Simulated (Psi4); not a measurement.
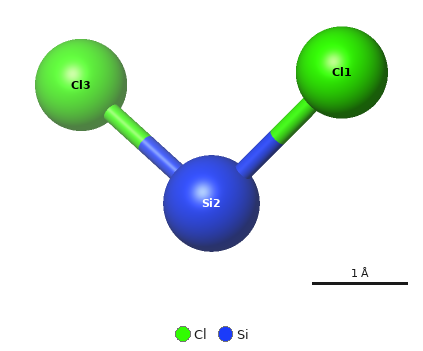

**Figure 1.** The structure (ball-and-stick view, seen at a tilt; atoms are numbered from 1 in the order of the input).

SiCl₂: excited-state calculation

The run: excited-state calculation of SiCl₂. Method and program: TDDFT (PBE)/def2-SVP, RKS (Psi4 1.11).

The geometry comes from this level: PBE0-D4/def2-TZVP.

## Log
```
Psi4 1.11 release

   => Loading Basis Set <=

    Name: DEF2-SVP
    Role: ORBITAL
    Keyword: BASIS

         ---------------------------------------------------------
                                   SCF
                              RKS Reference
                        1 Threads,   1525 MiB Core
         ---------------------------------------------------------

  ==> Geometry <==

    Molecular point group: c1
    Full point group: Cs

    Geometry (in Bohr), charge = 0, multiplicity = 1:

       Center              X                  Y                   Z               Mass
    ------------   -----------------  -----------------  -----------------  -----------------
         CL           0.675000387960     3.043582978718    -0.000000000000    34.968852682000
         SI          -1.777950548806    -0.021155555352     0.000000000000    27.976926534650
         CL           0.747453826896    -3.026657418612    -0.000000000000    34.968852682000

  Running in c1 symmetry.

  Rotational constants: A =      0.48614  B =      0.09343  C =      0.07837 [cm^-1]
  Rotational constants: A =  14573.97018  B =   2800.85030  C =   2349.34852 [MHz]
  Nuclear repulsion =  168.862006363829693

  Charge       = 0
  Multiplicity = 1
  Electrons    = 48
  Nalpha       = 24
  Nbeta        = 24

  ==> Algorithm <==

  SCF Algorithm Type is PK.
  DIIS enabled.
  MOM disabled.
  Fractional occupation disabled.
  Guess Type is SAD.
  Energy threshold   = 1.00e-06
  Density threshold  = 1.00e-06
  Integral threshold = 1.00e-12

  ==> Primary Basis <==

  Basis Set: DEF2-SVP
    Blend: DEF2-SVP
    Number of shells: 24
    Number of basis functions: 54
    Number of Cartesian functions: 57
    Spherical Harmonics?: true
    Max angular momentum: 2

  ==> DFT Potential <==

   => LibXC <=

    Version 7.1.2

   => Composite Functional: PBE <=

    PBE GGA Exchange-Correlation Functional

    Deriv               =              1
    GGA                 =           TRUE
    Meta                =          FALSE

    Exchange Hybrid     =          FALSE
    MP2 Hybrid          =          FALSE

   => Exchange Functionals <=

    1.0000     XC_GGA_X_PBE

   => Correlation Functionals <=

    1.0000     XC_GGA_C_PBE

   => LibXC Density Thresholds  <==

    XC_GGA_C_PBE:  1.00E-12
    XC_GGA_X_PBE:  1.00E-15

   => Molecular Quadrature <=

    Radial Scheme          =       TREUTLER
    Pruning Scheme         =           NONE
    Nuclear Scheme         =       TREUTLER

    Blocking Scheme        =         OCTREE
    BS radius alpha        =              1
    Pruning alpha          =              1
    Radial Points          =            150
    Spherical Points       =            974
    Total Points           =         403872
    Total Blocks           =           2921
    Max Points             =            256
    Max Functions          =             52
    Weights Tolerance      =       1.00E-15

  ==> Integral Setup <==

  Using in-core PK algorithm.
   Calculation information:
      Number of atoms:                   3
      Number of AO shells:              24
      Number of primitives:             54
      Number of atomic orbitals:        57
      Number of basis functions:        54

      Integral cutoff                 1.00e-12
      Number of threads:                 1

  Performing in-core PK
  Using 2206710 doubles for integral storage.
  We computed 39235 shell quartets total.
  Whereas there are 45150 unique shell quartets.

  ==> DiskJK: Disk-Based J/K Matrices <==

    J tasked:                  Yes
    K tasked:                   No
    wK tasked:                  No
    Memory [MiB]:              663
    Schwarz Cutoff:          1E-12

  Cached 100.0% of DFT collocation blocks in 0.469 [GiB].

  Minimum eigenvalue in the overlap matrix is 2.3144146735E-02.
  Reciprocal condition number of the overlap matrix is 7.1576938789E-03.
    Using symmetric orthogonalization.

  ==> Pre-Iterations <==

  SCF Guess: Superposition of Atomic Densities via on-the-fly atomic UHF (no occupation information).

   -------------------------
    Irrep   Nso     Nmo
   -------------------------
     A         54      54
   -------------------------
    Total      54      54
   -------------------------

  ==> Iterations <==

                        Total Energy        Delta E     RMS |[F,P]|

   @RKS iter SAD: -1208.89355250166068   -1.20889e+03   0.00000e+00
   @RKS iter   1: -1209.01360432406841   -1.20052e-01   5.05940e-03 ADIIS/DIIS
   @RKS iter   2: -1209.01515156081837   -1.54724e-03   4.83304e-03 ADIIS/DIIS
   @RKS iter   3: -1209.04658618899907   -3.14346e-02   1.39848e-03 ADIIS/DIIS
   @RKS iter   4: -1209.05086141150105   -4.27522e-03   2.38994e-04 ADIIS/DIIS
   @RKS iter   5: -1209.05095983704473   -9.84255e-05   2.49507e-05 DIIS
   @RKS iter   6: -1209.05096107398231   -1.23694e-06   7.89481e-06 DIIS
   @RKS iter   7: -1209.05096117613630   -1.02154e-07   3.66425e-07 DIIS
  Energy and wave function converged.

  ==> Post-Iterations <==

   Electrons on quadrature grid:
      Ntotal   =   48.0000002764 ; deviation = 2.764e-07

    Orbital Energies [Eh]
    ---------------------

    Doubly Occupied:

       1A   -100.645758     2A   -100.645736     3A    -65.469263
       4A     -9.183091     5A     -9.183075     6A     -7.009937
       7A     -7.009920     8A     -7.006057     9A     -7.006043
      10A     -7.003524    11A     -7.003498    12A     -5.120160
      13A     -3.537489    14A     -3.534811    15A     -3.531272
      16A     -0.774363    17A     -0.748214    18A     -0.462322
      19A     -0.368925    20A     -0.328524    21A     -0.328391
      22A     -0.298645    23A     -0.280261    24A     -0.238268

    Virtual:

      25A     -0.128171    26A     -0.017351    27A     -0.003043
      28A      0.110822    29A      0.276371    30A      0.297003
      31A      0.323452    32A      0.332910    33A      0.345965
      34A      0.383295    35A      0.434304    36A      0.477841
      37A      0.555039    38A      0.619970    39A      0.688028
      40A      0.698819    41A      0.699125    42A      0.699445
      43A      0.701818    44A      0.745521    45A      0.754881
      46A      0.765087    47A      0.794056    48A      0.879982
      49A      0.891983    50A      0.915602    51A      0.940813
      52A      0.941393    53A      1.213385    54A      1.271591

    Final Occupation by Irrep:
              A
    DOCC [    24 ]
    NA   [    24 ]
    NB   [    24 ]

  @RKS Final Energy: -1209.05096117613630

   => Energetics <=

    Nuclear Repulsion Energy =            168.8620063638296926
    One-Electron Energy =               -2008.0051663335775629
    Two-Electron Energy =                 706.9643723026396174
    DFT Exchange-Correlation Energy =     -76.8721735090280163
    Empirical Dispersion Energy =           0.0000000000000000
    VV10 Nonlocal Energy =                  0.0000000000000000
    Total Energy =                      -1209.0509611761362976

Computation Completed

Properties will be evaluated at   0.000000,   0.000000,   0.000000 [a0]

Properties computed using the SCF density matrix

 Multipole Moments:

 ------------------------------------------------------------------------------------
     Multipole            Electronic (a.u.)      Nuclear  (a.u.)        Total (a.u.)
 ------------------------------------------------------------------------------------

 L = 1.  Multiply by 2.5417464519 to convert [e a0] to [Debye]
 Dipole X            :          0.4608679           -0.7095860           -0.2487181
 Dipole Y            :          0.0056183           -0.0084433           -0.0028249
 Dipole Z            :          0.0000000            0.0000000            0.0000000
 Magnitude           :                                                    0.2487341

 ------------------------------------------------------------------------------------

	total time  =         10 seconds =       0.17 minutes

******************************************************************************************
**********                               WARNING                                **********
**********       The names of excited state variables changed between 1.5       **********
**********     and 1.6. For a quick solution, remove the symmetry specifier     **********
**********   from the variable name. For full details, see 'Notes on Psivars'   **********
**********                        in the documentation.                         **********
******************************************************************************************

         ---------------------------------------------------------
                         TDSCF excitation energies
         ---------------------------------------------------------

  ==> Options <==

     Residual threshold  : 1.0000e-04
     Initial guess       : denominators
     Reference           : RHF
     Solver type         : RPA (Hamiltonian)

  ==> Requested Excitations <==

      4 singlet states with A symmetry

  ==> Seeking the lowest 4 singlet states with A symmetry

                        Generalized Hamiltonian Solver

  ==> Options <==

    Max number of iterations        = 60
    Eigenvector tolerance           = 1.0000e-04
    Max number of expansion vectors = 800

  => Iterations <=
                              Max[D[value]]     Max[|R|]   # vectors
  HamiltonianSolver iter   1:   2.11125e-01  1.24605e-01     16
  HamiltonianSolver iter   2:   8.81626e-03  4.65590e-02     20
  HamiltonianSolver iter   3:   5.14231e-04  8.56718e-03     28
  HamiltonianSolver iter   4:   1.15178e-05  1.59111e-03     36
  HamiltonianSolver iter   5:   3.36154e-07  5.39789e-04     44
  HamiltonianSolver iter   6:   1.59159e-08  1.60905e-04     48
  HamiltonianSolver iter   7:   1.48235e-09  4.07721e-05     50      Converged

******************************************************************************************
**********                               WARNING                                **********
**********  Length-gauge rotatory strengths are **NOT** gauge-origin invariant  **********
******************************************************************************************

                                    Excitation Energy         Total Energy        Oscillator Strength             Rotatory Strength
     #   Sym: GS->ES (Trans)        au              eV              au          au (length)    au (velocity)    au (length)    au (velocity)
    ---- -------------------- --------------- --------------- --------------- --------------- --------------- --------------- ---------------
     1        A->A (1 A)       0.13528         3.68123        -1208.91568      0.0309          0.0410          0.0000         -0.0000
     2        A->A (1 A)       0.15476         4.21136        -1208.89620      0.0000          0.0000         -0.0000         -0.0000
     3        A->A (1 A)       0.19285         5.24758        -1208.85812      0.0296          0.0164          0.0000          0.0000
     4        A->A (1 A)       0.20720         5.63810        -1208.84376      0.0122          0.0126         -0.0000         -0.0000

Contributing excitations and de-excitations
Only contributions with abs(coeff) > 1.00e-01 will be printed:

Excited State    1 (1 A):   0.13528 au   336.80 nm f = 0.0309
  Sums of squares: Xssq =  1.014590e+00; Yssq =  1.459046e-02; Xssq - Yssq =  1.000000e+00
     21a  ->  25a     0.131895 ( 1.740%)
     24a  ->  25a     0.991580 (98.323%)
     24a  <-  25a    -0.101775 ( 1.036%)

Excited State    2 (1 A):   0.15476 au   294.40 nm f = 0.0000
  Sums of squares: Xssq =  1.000169e+00; Yssq =  1.685578e-04; Xssq - Yssq =  1.000000e+00
     23a  ->  25a     0.999957 (99.991%)

Excited State    3 (1 A):   0.19285 au   236.27 nm f = 0.0296
  Sums of squares: Xssq =  1.006155e+00; Yssq =  6.154603e-03; Xssq - Yssq =  1.000000e+00
     22a  ->  25a    -0.952586 (90.742%)
     23a  ->  27a     0.135309 ( 1.831%)
     24a  ->  26a     0.262630 ( 6.897%)

Excited State    4 (1 A):   0.20720 au   219.90 nm f = 0.0122
  Sums of squares: Xssq =  1.002633e+00; Yssq =  2.632591e-03; Xssq - Yssq =  1.000000e+00
     21a  ->  25a     0.988966 (97.805%)
     24a  ->  25a    -0.127217 ( 1.618%)

******************************************************************************************
**********                               WARNING                                **********
**********       The names of excited state variables changed between 1.5       **********
**********     and 1.6. For a quick solution, remove the symmetry specifier     **********
**********   from the variable name. For full details, see 'Notes on Psivars'   **********
**********                        in the documentation.                         **********
******************************************************************************************

    Psi4 run time: 0:00:42.23
```

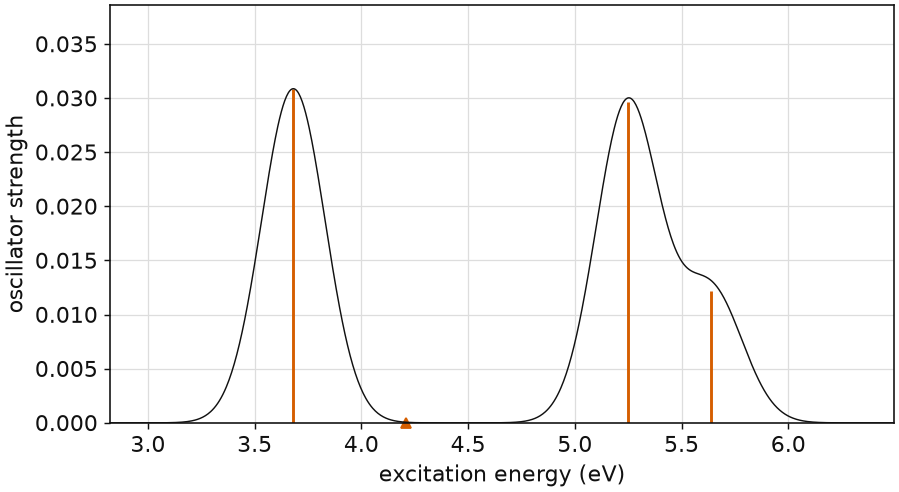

**Figure 2.** Computed excitations as sticks (degenerate states added up, dark ones marked on the axis), with a Gaussian envelope of 0.35 eV full width at half maximum, scaled to the tallest. Of the 4 states the lowest lies at 3.68 eV (f = 0.031); the strongest line is at 3.68 eV, or 337 nm (f = 0.031).

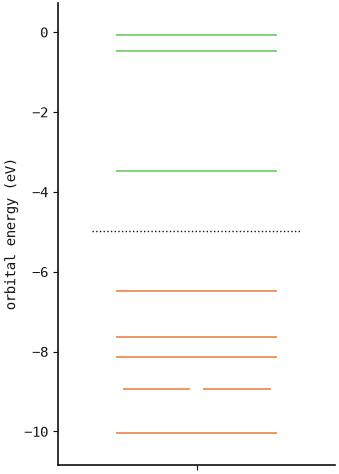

**Figure 3.** Orbital energies near the frontier; the dotted line parts filled from empty levels, and levels within 0.02 eV of each other stand side by side. Highest filled −6.48 eV, lowest empty −3.49 eV, 2.99 eV apart.

The run was set up as follows.

## Input (job.dat)
```python
memory 1600 MB

molecule molecule1 {
  0 1
  Cl     0.55520154     3.03074276     0.63872743
  Si    -1.45527809    -0.01965315    -0.79746442
  Cl     0.90007655    -3.01108961     0.15873699
  units au
  symmetry c1
}

set basis def2-SVP
set puream true
set scf_type pk
set dft_radial_points 150
set dft_spherical_points 974
set save_jk true

from psi4.driver.procrouting.response.scf_response import tdscf_excitations
e, wfn = energy('pbe', return_wfn=True)
states = tdscf_excitations(wfn, states=4, tda=False)
```

Command:
```bash
psi4 job.dat job.out -n 1
```

## Summary

| quantity | value |
| --- | --- |
| outcome | converged |
| total energy | −1209.050961 hartree |
| basis functions | 54 |
| HOMO | −6.48 eV |
| LUMO | −3.49 eV |
| dipole moment | 0.63 D |
| lowest excitation | 3.68 eV |
| hardware | 1 thread of AMD EPYC (Zen 3), 64 GiB of memory available, shared host |
| wall time | 45 s |
| peak memory | 0.73 GiB |
